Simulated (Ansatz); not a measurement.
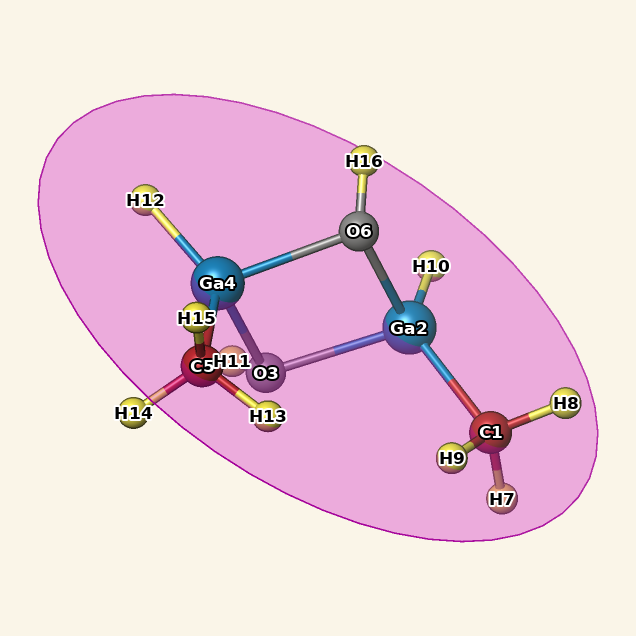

A disc through the centre of mass is drawn in. Atoms fade into the background with distance from the viewer. The computed structure is the end point of a PBE0-D4/def2-TZVP optimisation.

### Is the plane of the disc a mirror plane of the structure?

Yes. The reflection leaves C1, Ga2, Ga4, C5, H9, H10, H12, H13 in place and moves O3 ↔ O6; H7 ↔ H8; H11 ↔ H16; H14 ↔ H15. The point group is C2v.
